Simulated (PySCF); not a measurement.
System: C₇H₁₄Ge, SMILES CC(C)C1=C[CH2][GeH2][CH2]1, singlet.

Vertical TDDFT excitations, ωB97X-D/def2-SVPD, PySCF, at a PBE0-D3(BJ)/def2-SVP geometry (no frequency check), gas phase.

Q: Predict the low-lying singlet excitations and the spectrum.

A: The lowest singlet lies at 6.56 eV (189 nm, f = 0.006); the brightest of the first 10 is S2 at 6.74 eV (184 nm), f = 0.183, mainly HOMO → LUMO+1 (88 %). No singlet lies below 3.1 eV (beyond 400 nm), so at this level no vertical transition falls in the visible.


| state | E (eV) | λ (nm) | f | main character |
| --- | --- | --- | --- | --- |
| S1 | 6.56 | 189 | 0.006 | HOMO → LUMO (83 %) |
| S2 | 6.74 | 184 | 0.183 | HOMO → LUMO+1 (88 %) |
| S3 | 7.13 | 174 | 0.000 | HOMO → LUMO+2 (84 %) |
| S4 | 7.24 | 171 | 0.003 | HOMO−1 → LUMO+1 (91 %) |
| S5 | 7.57 | 164 | 0.001 | HOMO → LUMO+6 (35 %) |
| S6 | 7.64 | 162 | 0.000 | HOMO → LUMO+3 (56 %) |
| S7 | 7.71 | 161 | 0.007 | HOMO−1 → LUMO (83 %) |
| S8 | 7.83 | 158 | 0.023 | HOMO → LUMO+5 (71 %) |
| S9 | 7.88 | 157 | 0.001 | HOMO−2 → LUMO+1 (87 %) |
| S10 | 7.98 | 155 | 0.001 | HOMO → LUMO+4 (48 %) |

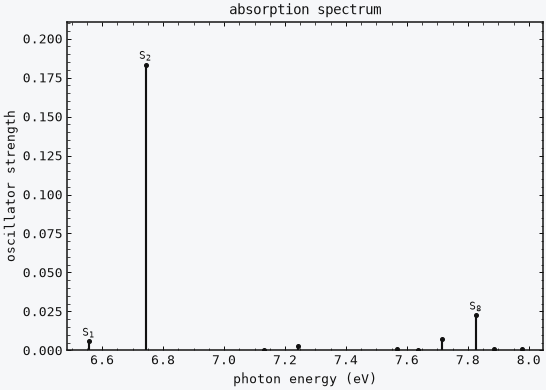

The lowest 10 singlet states are shown. States within 0.01 eV of each other are merged, with their strengths summed.

Known limits of this run: one conformer of a flexible molecule; core orbitals are frozen in the response.
